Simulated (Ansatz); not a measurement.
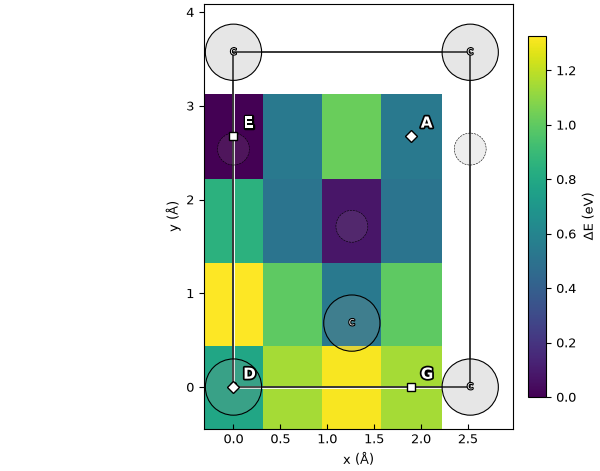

Cl on a C(110) slab cut from the Fd-3m phase, its upper half relaxed before the scan (20 atoms of substrate and one adsorbate in a 2 × 1 cell). Cl is moved over the surface cell; relaxed at each place: the height of the adsorbate's atoms; substrate rigid; the origin of the map has the adsorbate above C17. Places are given modulo a cell vector. The map is drawn in real space over the plane of the surface. The scan uses a 4 × 4 grid; 12 points were computed and 4 follow by symmetry. Places are given in fractions of the 1 × 1 surface cell. All energies are given in eV relative to the lowest grid point. All numbers below come from DFT PBE, scalar-relativistic, plane waves, PAW in Ansatz. Settings: cutoff 420 eV, k-mesh 5×8×1, gaussian smearing 0.05 eV, spin-polarised.

The picture shows one coloured cell a grid point, labelled circles for the atoms of the top layer and small ones for the second layer, the outline of one cell of the plane, lettered points.

Is A the lowest point of the computed grid?

Answer. No. A lies 0.54 eV above the lowest grid point, which is at (0/4, 3/4) of the cell vectors [nearest 1 C at 1.94 Å].

Rank the lettered points by energy, lowest first.

Answer. E (0.00 eV), A (0.54 eV), D (0.79 eV), G (1.15 eV).

PAW datasets: the set soft_1.
